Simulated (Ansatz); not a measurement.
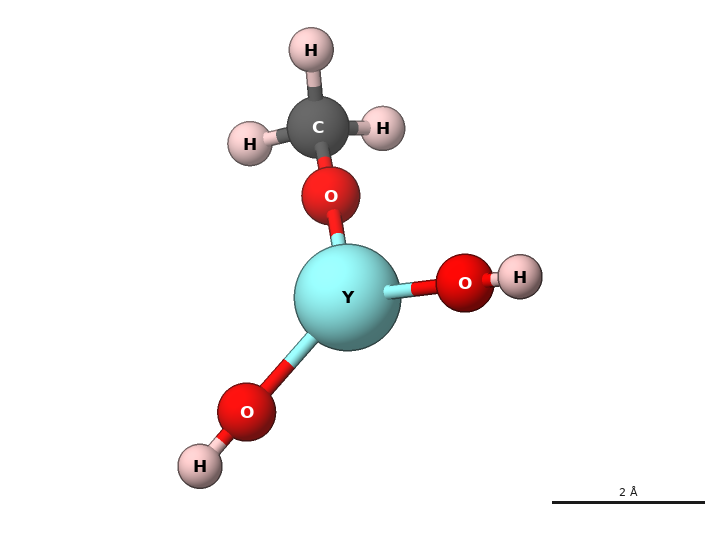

The picture shows a molecular structure as a ball-and-stick model. Every bond is drawn as one stick, whatever its order.

Charge 0, singlet.

Which formula does it have?

Answer. CH₅O₃Y, 10 atoms: 1 carbon, 5 hydrogen, 3 oxygen and 1 yttrium.

How many bonds of each kind are drawn?

Answer. 3 O–Y, 3 C–H, 2 O–H, 1 C–O.

What is its SMILES?

Answer. C[O][Y]([OH])[OH]

The parts below concern this one geometry. Atoms keep their numbers from picture to picture. The geometry was computed by an optimisation with PBE0-D4/def2-TZVP.

### Shape

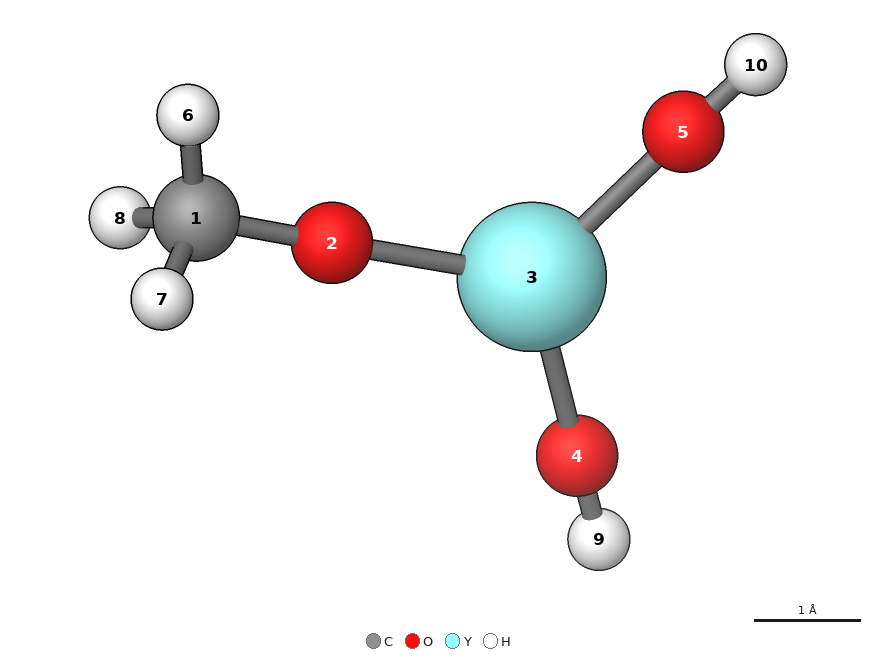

The atoms are numbered.

Give the bond lengths.

```csv
bond,length (Å)
C1–O2,1.384
C1–H6,1.099
C1–H7,1.098
C1–H8,1.098
O2–Y3,2.027
Y3–O4,2.029
Y3–O5,2.029
O4–H9,0.952
O5–H10,0.952
```

### Vibrations

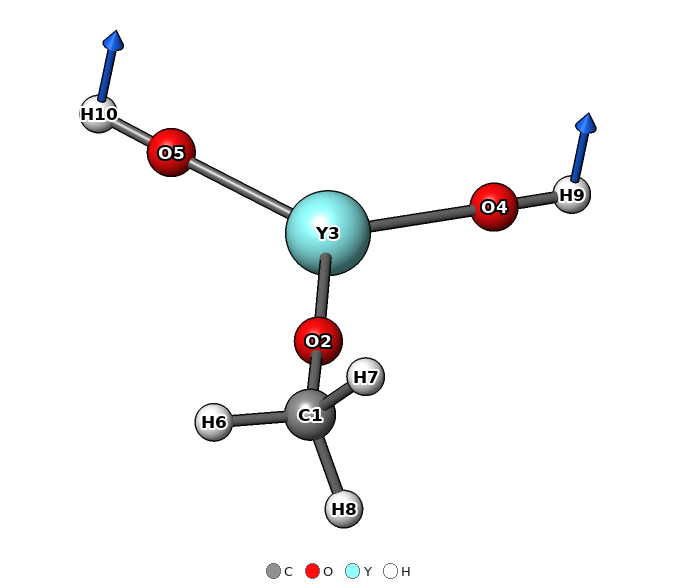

The arrows show one normal mode. Harmonic vibrations computed with RKS PBE0-D4/def2-TZVP, core potentials on Y (Ansatz 0.2.0) at a stationary point of the same level.

At what wavenumber does it lie?

Answer. 435 cm⁻¹; it is mode 10 of 24 counted from the lowest.

### Dipole moment

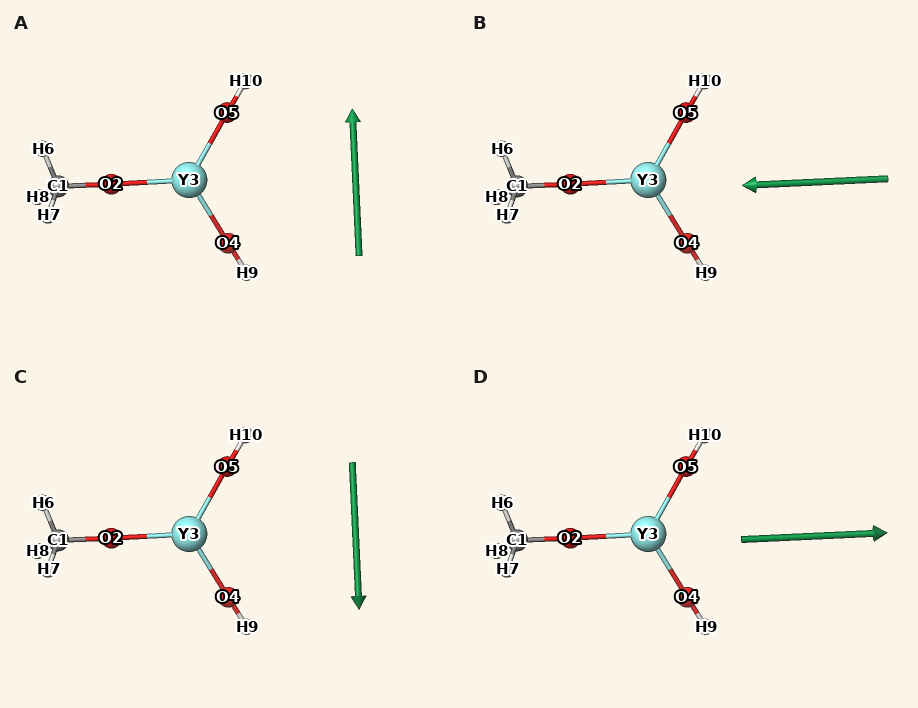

The same molecule four times, each with an arrow. Level of theory: RKS r2SCAN-D4/def2-TZVPP, core potentials on Y (Ansatz 0.2.0).

Which arrow points along the dipole moment, from the negative to the positive end?

Answer. D. The dipole moment is 0.35 D; it points from the side of H6, H7, H8 to the side of H9, H10 (the outermost atoms at the two ends).

### Levels of theory compared

Program: Ansatz 0.2.0.

Tabulate HOMO–LUMO gap (eV) at these levels: B3LYP-D4/def2-TZVPP; BLYP-D4/def2-TZVPP; CAM-B3LYP-D4/def2-TZVPP; HSE06 (plane-wave form)-D4/def2-TZVPP; PBE-D4/def2-TZVPP; PBE0-D4/def2-TZVPP; SPW92 (LDA)/def2-TZVPP; r2SCAN-D4/def2-TZVPP; r2SCAN0-D4/def2-TZVPP; ωB97M-V/def2-QZVPP; ωB97M-V/def2-SVP; ωB97M-V/def2-TZVPP.

```json
{"level": "B3LYP-D4/def2-TZVPP", "HOMO–LUMO gap (eV)": "5.35"}
{"level": "BLYP-D4/def2-TZVPP", "HOMO–LUMO gap (eV)": "3.54"}
{"level": "CAM-B3LYP-D4/def2-TZVPP", "HOMO–LUMO gap (eV)": "8.07"}
{"level": "HSE06 (plane-wave form)-D4/def2-TZVPP", "HOMO–LUMO gap (eV)": "5.15"}
{"level": "PBE-D4/def2-TZVPP", "HOMO–LUMO gap (eV)": "3.65"}
{"level": "PBE0-D4/def2-TZVPP", "HOMO–LUMO gap (eV)": "5.92"}
{"level": "SPW92 (LDA)/def2-TZVPP", "HOMO–LUMO gap (eV)": "3.64"}
{"level": "r2SCAN-D4/def2-TZVPP", "HOMO–LUMO gap (eV)": "4.42"}
{"level": "r2SCAN0-D4/def2-TZVPP", "HOMO–LUMO gap (eV)": "6.43"}
{"level": "ωB97M-V/def2-QZVPP", "HOMO–LUMO gap (eV)": "9.47"}
{"level": "ωB97M-V/def2-SVP", "HOMO–LUMO gap (eV)": "9.49"}
{"level": "ωB97M-V/def2-TZVPP", "HOMO–LUMO gap (eV)": "9.54"}
```
